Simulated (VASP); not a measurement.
Band structure of ZnGeP$_{2}$ (chalcopyrite). Computed with PBEsol GGA, VASP's PBE PAW potentials (set 64) (plane waves; VASP 6.6.1).

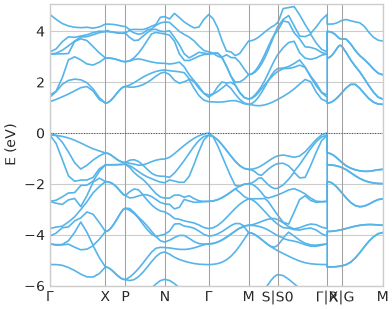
Fig. 1. Bands along high-symmetry lines, zero at the valence-band maximum or, without a gap, the Fermi level

**Question.** Read the plot: is there a gap, and where are the band edges?

**Answer.** The gap is indirect, 1.07 eV, from the valence maximum at Γ to the conduction minimum at M-S at 0.33. (Edges off the drawn lines would not show.)

The compound is ZnGeP2 in the chalcopyrite structure. It was relaxed first.
